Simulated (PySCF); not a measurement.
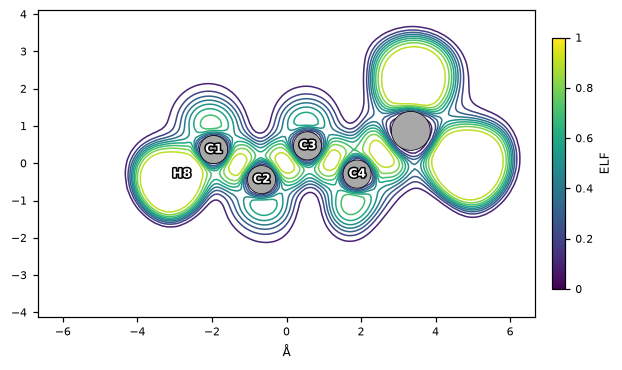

C$_{5}$H$_{13}$FSi. Electron localisation function on the plane of atoms C2, C3 and C4. Grey discs cover the atomic cores.

Geometry: GFN2-xTB.

Theory: PBE0/pcSseg-1, SCF density, gas phase, non-relativistic in PySCF.

```yaml
atoms:
  - { symbol: C, position_ang: [2.8724, -0.1543, 0.2897] }
  - { symbol: C, position_ang: [1.4529, -0.6863, 0.4485] }
  - { symbol: C, position_ang: [0.4144, 0.3661, 0.0600] }
  - { symbol: C, position_ang: [-1.0333, -0.0601, 0.3252] }
  - { symbol: Si, position_ang: [-2.2053, 1.4556, 0.2898] }
  - { symbol: C, position_ang: [-1.5018, -1.1107, -0.6690] }
  - { symbol: F, position_ang: [-1.6358, -0.5647, -1.9273] }
  - { symbol: H, position_ang: [3.5992, -0.9109, 0.5773] }
  - { symbol: H, position_ang: [3.0609, 0.1281, -0.7439] }
  - { symbol: H, position_ang: [3.0233, 0.7221, 0.9169] }
  - { symbol: H, position_ang: [1.3361, -1.5773, -0.1719] }
  - { symbol: H, position_ang: [1.2923, -0.9824, 1.4887] }
  - { symbol: H, position_ang: [0.5218, 0.6119, -0.9987] }
  - { symbol: H, position_ang: [0.6234, 1.2760, 0.6289] }
  - { symbol: H, position_ang: [-1.0813, -0.5294, 1.3137] }
  - { symbol: H, position_ang: [-2.0834, 2.1476, -0.9888] }
  - { symbol: H, position_ang: [-3.5752, 0.9852, 0.5051] }
  - { symbol: H, position_ang: [-1.8007, 2.3384, 1.3869] }
  - { symbol: H, position_ang: [-2.4882, -1.5016, -0.3978] }
  - { symbol: H, position_ang: [-0.7968, -1.9427, -0.7703] }
```

> What do the fields say about this system?

The plane passes through C and H nuclei.
C–C (1.52 Å): the ELF peaks at about 0.95 between the atoms; a covalent bond.
C–H (1.09 Å): the ELF climbs to about 1 towards the hydrogen, as it does in any bond to H (a covalent bond by its length).
